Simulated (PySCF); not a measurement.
# C$_{2}$H$_{5}$AlBrCl (SMILES C[CH2][Al]([Cl])[Br]): what the fields show

```xyz
10

C    -1.2128    0.4122   -0.4013
C    -0.2682   -0.6948    0.0887
Al    1.6075   -0.0595    0.3688
Cl    3.1500   -1.2084    1.0080
Br    2.0275    2.1250   -0.0693
H    -0.8704    0.8262   -1.3489
H    -2.2217    0.0259   -0.5442
H    -1.2610    1.2300    0.3165
H    -0.6623   -1.1244    1.0201
H    -0.2797   -1.5275   -0.6281
```

Geometry: GFN2-xTB.

Method: PySCF 2.14.0, PBE0/def2-SVPD, SCF density, gas phase.

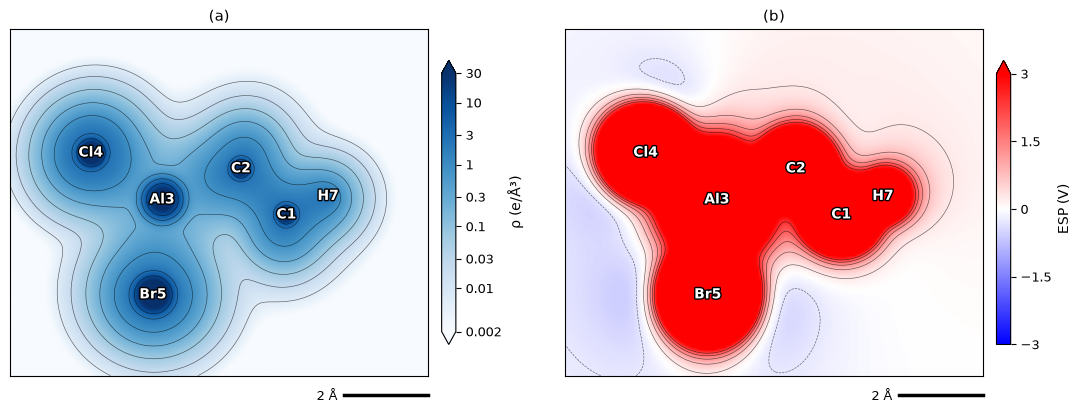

Figure 1. (a) electron density; (b) electrostatic potential on the plane of atoms Cl4, Al3 and Br5.

Q: Describe what can be read from this map.

A: The section cuts through C, Al, Cl, Br and H sites. C–C (1.54 Å): the density is about 1.6 e/Å³ at the midpoint. C–Al (2.00 Å): the density is about 0.69 e/Å³ at the midpoint. Al–Cl (2.03 Å): ρ is about 0.79 e/Å³ halfway. Al–Br (2.27 Å): ρ at the midpoint is about 0.64 e/Å³. C–H (1.09 Å): ρ at the midpoint is about 1.9 e/Å³. Outside the dense part of the molecule the potential is most negative (−0.6 V) near Br5.

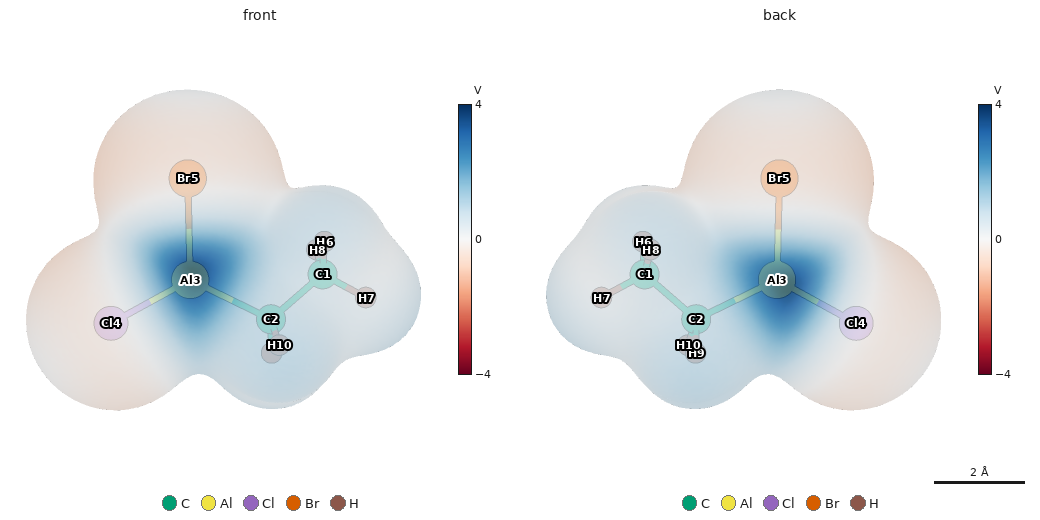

Figure 2. The electrostatic potential painted on the density surface at 0.002 e/bohr³, seen from the front and from behind; red is negative and blue positive.

Q: Describe the electrostatic potential map.

A: The most negative region (about −0.6 V) lies over Br5, the most positive (about +3.4 V) over Al3.
